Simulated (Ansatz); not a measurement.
# LiZrBr3 (built on the sites of a database entry of CsSnBr3): a soft mode frozen in, part 2 of 2

Wanted: the energy along a soft mode of LiZrBr3 (built on the sites of a database entry of CsSnBr3) and the structure at the end.

Ansatz 0.2.0; DFT PBEsol, scalar-relativistic, plane waves, norm-conserving pseudopotentials.

So far, highest frequency on the path or at a solved wavevector (cm⁻¹): step 2 (response at finite wavevector) 254. Also lowest frequency on the path (cm⁻¹): step 2 -154.

The structure was built from a prototype and need not be the compound's stable phase.

### 5. Energy along the mode, all amplitudes (two of the runs are shown above)

An imaginary frequency means negative curvature, so the energy should fall and then rise again as anharmonic terms take over.

This step gave:

```yaml
depth_at_the_lowest_point_sampled: 19.56 meV/atom
largest_atomic_shift_at_that_point: 0.6 Å
```

The energy from the parent by largest atomic shift:

| largest atomic shift (Å) | energy from the parent (meV/atom) |
| --- | --- |
| 0.000 | 0 |
| 0.040 | -0.094 |
| 0.080 | -0.377 |
| 0.140 | -1.15 |
| 0.220 | -2.82 |
| 0.320 | -5.90 |
| 0.450 | -11.4 |
| 0.600 | -19.6 |

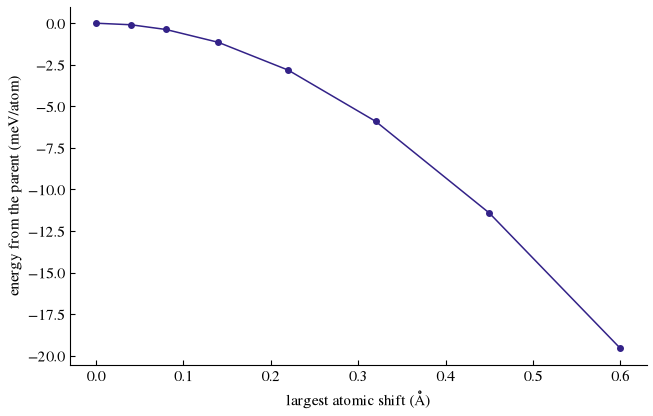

Energy from the parent, plotted against largest atomic shift.

Displacement at unit largest shift by atom:

```csv
atom,x (Å),y (Å),z (Å),size
Li1,0.00,-1.00,0.00,1.00
Li2,0.00,1.00,0.00,1.00
Zr3,0.00,0.00,0.00,0.00
Zr4,0.00,0.00,0.00,0.00
Br5,0.00,0.00,0.00,0.00
Br6,0.00,0.00,0.00,0.00
Br7,0.04,0.00,0.00,0.04
Br8,-0.04,0.00,0.00,0.04
Br9,0.00,0.00,0.04,0.04
Br10,0.00,0.00,-0.04,0.04
```

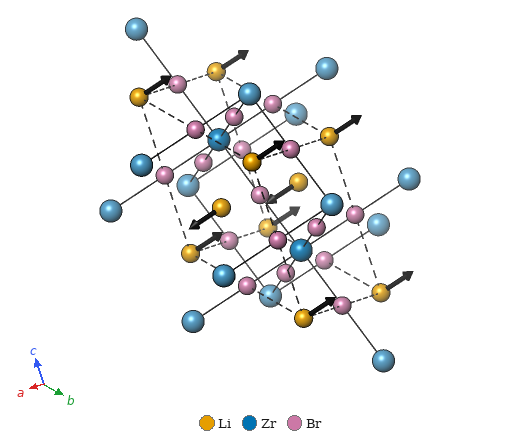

Displacement at unit largest shift as arrows, the longest 1 Å. Some periodic images of atoms are drawn too.

The lowest of the steps tried is the last one, at 0.6 Å, 19.6 meV/atom below the parent; the bottom of the well need not coincide with a step.

### 6. Relaxation from the frozen mode

Starting from the lowest point found, all atoms and the cell are let go, so that strain and other modes of the same symmetry can join in.

File input.yaml:

```yaml
crystal:
  lattice:
    - [5.2880942881, 5.2880942881, 0.0]
    - [5.2880942881, 0.0, 5.2880942881]
    - [5.2880942881, 0.0, -5.2880942881]
  atoms:
    - { symbol: Li, position: [-0.1134624247, 0.0567312124, 0.0567312124] }
    - { symbol: Li, position: [0.1134624247, 0.4432687876, 0.4432687876] }
    - { symbol: Zr, position: [0.5, 0.25, 0.75] }
    - { symbol: Zr, position: [0.5, 0.75, 0.25] }
    - { symbol: Br, position: [0.0, 0.0, 0.5] }
    - { symbol: Br, position: [0.0, 0.5, 0.0] }
    - { symbol: Br, position: [0.5, 0.0021751193, 1.0021751193] }
    - { symbol: Br, position: [0.5, 0.4978248807, 0.4978248807] }
    - { symbol: Br, position: [0.5, 0.0021751193, 0.4978248807] }
    - { symbol: Br, position: [0.5, 0.4978248807, 0.0021751193] }
kpoints:
  mp_grid: { grid: [8, 8, 8] }
hamiltonian:
  xc: pbesol
  pseudopotentials: { kind: nc }
scf:
  occupations: { method: methfessel_paxton, width: 0.2 }
output:
  forces: true
  stress: true
  eigenvalues: true
relax:
  adjacent_minimum: "off"
  f_tol: 0.002
  max_steps: 120
  cell: { stress_tol: 0.03 }
```

The run is started by

```console
> ansatz run input.yaml --threads 4 --pin off --max-ram 14336MiB --backend cpu --events-out ev --progress --plain --runs-dir out
```

Numbers of over 12 decimals in the logs are rounded to 6 here.

The program printed:

```text
[...]
Crystal: 10 atoms, lattice volume = 295.752 Å³
Basis set: ecut = 1006.821291 eV, 21595 PW (Γ), exchange–correlation on 160×160×160 points (8 copies of the dense FFT grid, shifted against one another)
Bands: 46, of which v1, the nominal top of the filled ones, is band 36 counted from 1 (35 counted from 0)
Symmetry: 16 space group operations
[...]
k-points: 59 of 512
[...]
SCF iter   1: F=—  HF=-5725.496037 eV  |F-HF|=—  |Δ(HF+E_count)|=         —  Δρ=6.40e-2  dr2=3.29e1  ethr=3.10e-3  ⟨swp⟩=7.5  Hψ=11686  notcnv=0
[...]
SCF iter  11: F=-5717.833192 eV  HF=-5717.833191 eV  |F-HF|=7.63e-8  |Δ(HF+E_count)|=   1.11e-7  S|Δr|=    0.00e0  Δρ=3.27e-6  dr2=7.90e-8  ethr=1.39e-10  ⟨swp⟩=9.6  Hψ=16139  notcnv=0
SCF 1 converged in 11 iterations: F = -5717.833192 eV  dr2 = 7.90e-8
relax step   1: F+E_penalty+E_count = -5717.83319157 eV  Δ(F+E_penalty+E_count) = +0.000e0 eV  max|allowed force component| = 2.869e-1 eV/Å  Δτ_max = 0.0000 Å  P = +0.075 GPa  Ω = 295.752 Å³  (11 SCF iters, dr2 threshold 1.00e-7 eV, accepted)
Crystal: 10 atoms, lattice volume = 298.724 Å³
Basis set: ecut = 1006.821291 eV, 21643 PW (Γ), exchange–correlation on 160×160×160 points (8 copies of the dense FFT grid, shifted against one another)
[...]
SCF iter   5: F=-5717.988614 eV  HF=-5717.988614 eV  |F-HF|=1.26e-7  |Δ(HF+E_count)|=   1.85e-6  S|Δr|=    0.00e0  Δρ=1.32e-5  dr2=5.24e-7  ethr=1.39e-9  ⟨swp⟩=9.9  Hψ=17420  notcnv=0
SCF 2 converged in 5 iterations: F = -5717.988614 eV  dr2 = 5.24e-7
relax step   2: F+E_penalty+E_count = -5717.98861361 eV  Δ(F+E_penalty+E_count) = -1.554e-1 eV  max|allowed force component| = 3.536e-1 eV/Å  Δτ_max = 0.1941 Å  P = -0.190 GPa  Ω = 298.724 Å³  energy of the carried Pulay correction = -9.054e-5 eV  (5 SCF iters, dr2 threshold 1.00e-6 eV, accepted)
Crystal: 10 atoms, lattice volume = 299.447 Å³
Basis set: ecut = 1006.821291 eV, 21739 PW (Γ), exchange–correlation on 160×160×160 points (8 copies of the dense FFT grid, shifted against one another)
[...]
SCF iter   6: F=-5718.126426 eV  HF=-5718.126427 eV  |F-HF|=4.51e-8  |Δ(HF+E_count)|=   4.43e-9  S|Δr|=    0.00e0  Δρ=4.07e-6  dr2=6.85e-8  ethr=1.39e-9  ⟨swp⟩=10.6  Hψ=14671  notcnv=0
the search or the solves at the SCF's close seem to have found levels that the self-consistency loop had missed (the run counts 1). By its estimate they hold under 1e-12 electrons; where the run keeps them, the occupations were computed again with them
SCF 3 converged in 6 iterations: F = -5718.126426 eV  dr2 = 6.85e-8
relax step   3: F+E_penalty+E_count = -5718.12642648 eV  Δ(F+E_penalty+E_count) = -1.378e-1 eV  max|allowed force component| = 3.104e-1 eV/Å  Δτ_max = 0.1985 Å  P = -0.154 GPa  Ω = 299.447 Å³  energy of the carried Pulay correction = -1.124e-4 eV  (6 SCF iters, dr2 threshold 1.00e-6 eV, accepted)
[...]
relax step   4: F+E_penalty+E_count = -5718.23854698 eV  Δ(F+E_penalty+E_count) = -1.121e-1 eV  max|allowed force component| = 1.510e-1 eV/Å  Δτ_max = 0.1951 Å  P = +0.289 GPa  Ω = 298.870 Å³  energy of the carried Pulay correction = -9.497e-5 eV  (6 SCF iters, dr2 threshold 1.00e-6 eV, accepted)
[...]
relax step   5: F+E_penalty+E_count = -5718.22639372 eV  Δ(F+E_penalty+E_count) = +1.215e-2 eV  max|allowed force component| = 2.524e-1 eV/Å  Δτ_max = 0.1935 Å  P = -0.245 GPa  Ω = 304.420 Å³  energy of the carried Pulay correction = -2.616e-4 eV  (6 SCF iters, dr2 threshold 1.00e-6 eV, rejected (line search))
[...]
relax step   6: F+E_penalty+E_count = -5718.25601154 eV  Δ(F+E_penalty+E_count) = -1.746e-2 eV  max|allowed force component| = 3.578e-2 eV/Å  Δτ_max = 0.0737 Å  P = -0.031 GPa  Ω = 301.909 Å³  energy of the carried Pulay correction = -1.866e-4 eV  (9 SCF iters, accepted)
[...]
relax step   7: F+E_penalty+E_count = -5718.25658170 eV  Δ(F+E_penalty+E_count) = -5.702e-4 eV  max|allowed force component| = 1.150e-2 eV/Å  Δτ_max = 0.0231 Å  P = +0.025 GPa  Ω = 301.755 Å³  energy of the carried Pulay correction = -1.819e-4 eV  (5 SCF iters, dr2 threshold 8.00e-8 eV, accepted)
[...]
relax step   8: F+E_penalty+E_count = -5718.25666437 eV  Δ(F+E_penalty+E_count) = -8.266e-5 eV  max|allowed force component| = 7.144e-4 eV/Å  Δτ_max = 0.0051 Å  P = -0.000 GPa  Ω = 301.856 Å³  energy of the carried Pulay correction = -1.850e-4 eV  (5 SCF iters, dr2 threshold 8.26e-9 eV, accepted)
[...]
SCF iter   4: F=-5718.256868 eV  HF=-5718.256868 eV  |F-HF|=1.27e-11  |Δ(HF+E_count)|=  1.27e-11  S|Δr|=    0.00e0  Δρ=5.77e-8  dr2=1.48e-11  ethr=1.00e-12  ⟨swp⟩=9.3  Hψ=13092  notcnv=0
SCF 9 converged in 4 iterations: F = -5718.256868 eV  dr2 = 1.48e-11
relax step   9: F+E_penalty+E_count = -5718.25686846 eV  Δ(F+E_penalty+E_count) = -2.041e-4 eV  max|allowed force component| = 6.900e-4 eV/Å  Δτ_max = 0.0000 Å  P = +0.001 GPa  Ω = 301.856 Å³  stress off target by 1.60e-3 GPa  SCF on the basis re-selected at this cell (its energy is not comparable with the rows above)  (4 SCF iters)
basis re-selected at this cell: Δ(F+E_penalty+E_count) = -2.041e-4 eV, ΔP = +0.001 GPa vs the last step (what re-selecting the basis moved, of the pressure what is left beyond the Pulay correction that the steps carried, after the strain that the cell walked since its last selection, with what the two solves' SCF thresholds leave and, on support functions, any second-order correction that the steps lacked; it is no m [...]
SCF converged after 4 iterations
[...]
Free energy (F): -5718.256868 eV
[...]
Internal energy: -5718.283245 eV  (E = F + TS)
E sigma→0 (E₀):  -5718.263463 eV
Entropy (-TS):   0.026376 eV (2.638 meV/atom)
Fermi energy:    6.206332 eV
[...]
--- Forces (eV/Å), atoms counted from 1 ---
  atom   1  Li     0.00000000     0.00069004     0.00000000
  atom   2  Li     0.00000000    -0.00069004    -0.00000000
  atom   3  Zr    -0.00000000     0.00000000     0.00000000
  atom   4  Zr     0.00000000    -0.00000000     0.00000000
  atom   5  Br     0.00000000    -0.00000000     0.00000000
  atom   6  Br    -0.00000000     0.00000000     0.00000000
  atom   7  Br    -0.00035905     0.00000000     0.00000000
  atom   8  Br     0.00035905    -0.00000000    -0.00000000
  atom   9  Br     0.00000000    -0.00000000    -0.00035905
  atom  10  Br    -0.00000000     0.00000000     0.00035905
  max |Σ_I F_I| component: 2.17e-19 eV/Å
--- Stress (GPa, compression-positive) ---
        0.001601      -0.000000       0.000000
       -0.000000       0.000067      -0.000000
        0.000000      -0.000000       0.001601
  P = ⅓ Tr σ = 0.0011 GPa (0.011 kbar)
--- Band table (eV; the first three rows and the last of 59) ---
  k-point 0: bands = [... 32 lower, 2.2879, 2.2879, 5.2096, 5.2257, 5.2257, 6.1112, 6.7317, 6.8733, ... 6 higher]
  k-point 1: bands = [... 32 lower, 2.2293, 2.2481, 5.3046, 5.3267, 5.3418, 6.2074, 6.8277, 6.9833, ... 6 higher]
  k-point 2: bands = [... 32 lower, 2.0766, 2.1428, 5.5157, 5.5915, 5.6415, 6.4015, 6.9915, 7.0617, ... 6 higher]
  k-point 58: bands = [... 32 lower, 1.3942, 1.8987, 5.2577, 6.4686, 6.7244, 6.7244, 6.7866, 6.7866, ... 6 higher]
--- Relaxed structure (8 steps of the walk, 7 accepted, 1 SCFs on fresh bases) ---
  F+E_penalty+E_count = -5718.25686846 eV   max|allowed force component| = 6.900e-4 eV/Å   (the final SCF, on the basis selected at the relaxed cell)
  cell:  # Å, volume = 301.8561 Å³
    - [5.326013, 5.320661, 0]
    - [5.326013, 0, 5.326013]
    - [5.326013, 0, -5.326013]
  atoms:
    - { symbol: Li, position: [-0.241952, 0.120976, 0.120976] }
    - { symbol: Li, position: [0.241952, 0.379024, 0.379024] }
    - { symbol: Zr, position: [0.500000, 0.25, 0.75] }
    - { symbol: Zr, position: [0.500000, 0.75, 0.25] }
    - { symbol: Br, position: [9.841296588908344e-19, 0.0, 0.5] }
    - { symbol: Br, position: [9.841296588908338e-19, 0.5, 0.0] }
    - { symbol: Br, position: [0.500000, 0.015312, 1.015312] }
    - { symbol: Br, position: [0.500000, 0.484688, 0.484688] }
    - { symbol: Br, position: [0.500000, 0.015312, 0.484688] }
    - { symbol: Br, position: [0.500000, 0.484688, 0.015312] }
```

The job ended after 7.1 min (4 threads of Arm Neoverse V1, shared host; peak memory 2.8 GiB).

Relaxation path:

```csv
step,energy less that of the first step (eV),largest force component (eV/Å),pressure (GPa),volume (Å³)
1,0.0000,0.2869,0.07,295.75
2,-0.1554,0.3536,-0.19,298.72
3,-0.2932,0.3104,-0.15,299.45
4,-0.4054,0.1510,0.29,298.87
5,-0.3932,0.2524,-0.24,304.42
6,-0.4228,0.0358,-0.03,301.91
7,-0.4234,0.0115,0.03,301.75
8,-0.4235,0.0007,0.00,301.86
9*,-0.4237,0.0007,0.00,301.86
```

Relaxation steps marked * repeat the geometry before them on a plane-wave basis chosen anew for their cell, so energy and pressure can jump there. Relaxation step 5 was tried and not accepted.

The run keeps the 16 symmetry operations that it works with, so distortions that break them were not tested.

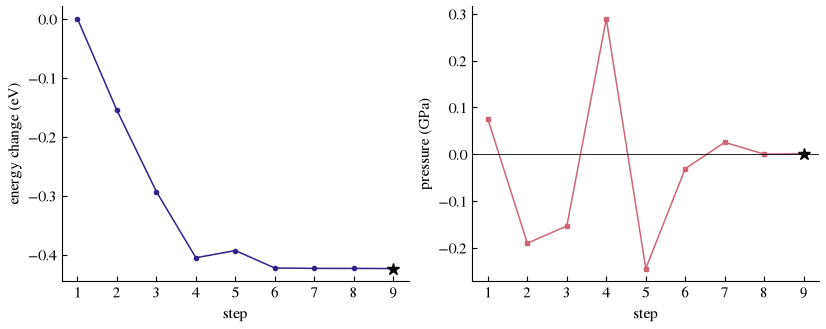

Energy and pressure along the relaxation. Stars mark steps on a basis chosen anew.

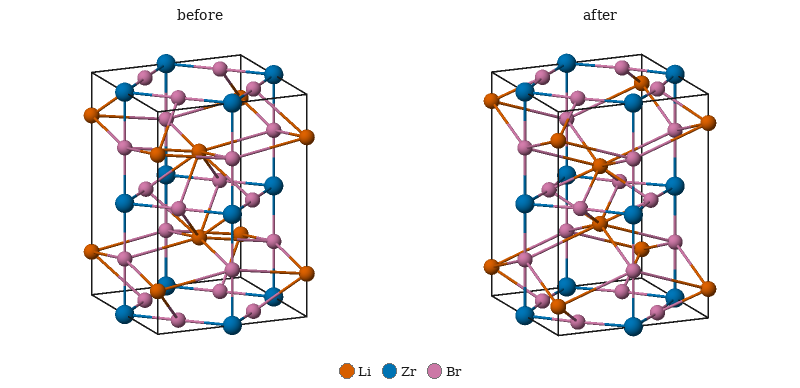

Before and after, at one scale.

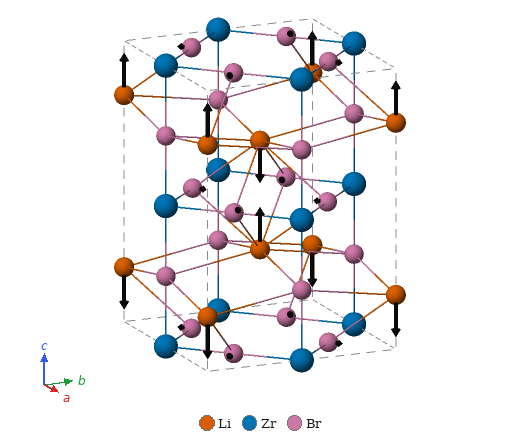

Displacements in the relaxation, exaggerated, measured against the changing cell; the longest in the cell stands for 0.68 Å. Some periodic images of atoms are drawn too.

| conventional cell, symmetrised | before | after | change |
| --- | --- | --- | --- |
| a (Å) | 7.478 | 7.532 | +0.7 % |
| b (Å) | 7.478 | 7.532 | +0.7 % |
| c (Å) | 10.576 | 10.641 | +0.6 % |
| volume (Å³/atom) | 29.58 | 30.19 | +2.1 % |

The atoms that moved most (Å, as changes of fractional coordinates times the final cell):

```
atom      dx      dy      dz  length
 Li1   0.000  -0.684   0.000   0.684
 Li2   0.000   0.684   0.000   0.684
 Br7   0.140   0.000   0.000   0.140
 Br9   0.000   0.000   0.140   0.140
Br10   0.000   0.000  -0.140   0.140
 Br8  -0.140   0.000   0.000   0.140
```

The relaxed structure:

```xyz
10
Lattice="5.3260 5.3207 0.0000 5.3260 0.0000 5.3260 5.3260 0.0000 -5.3260" Properties=species:S:1:pos:R:3 pbc="T T T"
Li    0.0000   -1.2873    0.0000
Li    5.3260    1.2873    0.0000
Zr    7.9890    2.6603   -2.6630
Zr    7.9890    2.6603    2.6630
Br    2.6630    0.0000   -2.6630
Br    2.6630    0.0000    2.6630
Br    8.1521    2.6603   -5.3260
Br    7.8259    2.6603    0.0000
Br    5.3260    2.6603   -2.4999
Br    5.3260    2.6603    2.4999
```

This step gave:

```yaml
pressure: 0.001089 GPa
volume_per_atom: 30.19 Å³
```

The distorted start has space group I4/mmm; the relaxation ends in I4/mmm.

### 7. Results

```yaml
unstable_mode_of_the_parent: q = (-0.5, -0.5, -0.5), 151i cm⁻¹
depth_at_the_lowest_point_sampled: 19.6 meV/atom
largest_atomic_shift_at_that_point: 0.6 Å
space_group_reached_within_0p01_a: I4/mmm
energy_gained_over_the_parent_first_relaxation_on_the_mesh_of_the_frozen_mode: 62.5 meV/atom
volume_per_atom_phase_reached: 30.2 Å³
```

**Reading.** Along this mode the structure falls into I4/mmm, 62.5 meV/atom below the parent. At the parent's cell the well is 19.56 meV/atom deep on the steps tried, with its lowest point at a shift of 0.6 Å. That is the last step tried, so the steps alone don't bracket the bottom of the well. Relaxing atoms and cell changes the gain by +42.89 meV/atom against the lowest step (energies at zero smearing). Most of the total comes from this relaxation. The modes of the phase reached were not computed on this path. Of the 4 patterns followed to their end from this parent, this one ends 51.8 meV/atom above the lowest, R3m. Each path keeps the symmetry of its pattern, so a lower phase may lie along a pattern not tried. With no gap, or one that is small against the smearing, the frequencies hang on the k mesh and the smearing, most of all near Kohn anomalies. The starting cell was built on a prototype and not taken from a measurement, so the phase need not exist.

[Logs are printed without paths, hosts, clocks, repeated set-up lines and the standing remarks that a program may print on its own settings, such as how far it seeks lower states.]

[Hosts, paths, dates, database ids (printed as entryN), source tags and the programs' standing remarks are cut or masked in the printed files.]
